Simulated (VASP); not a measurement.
Band structure of KMgF$_{3}$ (cubic perovskite). Calculation: SCAN meta-GGA, VASP's PBE PAW potentials (set 64) (plane waves; VASP).

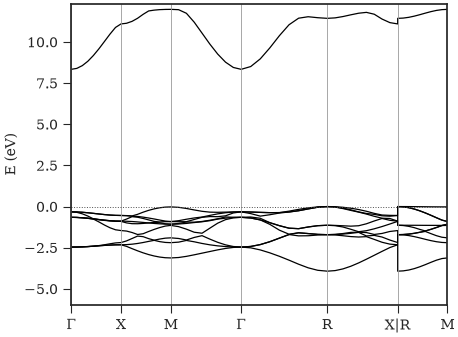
Figure: Bands along high-symmetry lines, zero at the valence-band maximum or, without a gap, the Fermi level

Problem. Read the plot: is there a gap, and where are the band edges?

Solution. The gap is indirect, 8.34 eV, from the valence maximum at R to the conduction minimum at Γ.

Measured: gap 12.40 eV (computed value off by -4.06 eV), as given by M. Sahnoun et al., Materials Chemistry and Physics (2004), doi:10.1016/j.matchemphys.2004.11.019.

The compound is KMgF3 in the cubic perovskite structure. It was relaxed first.
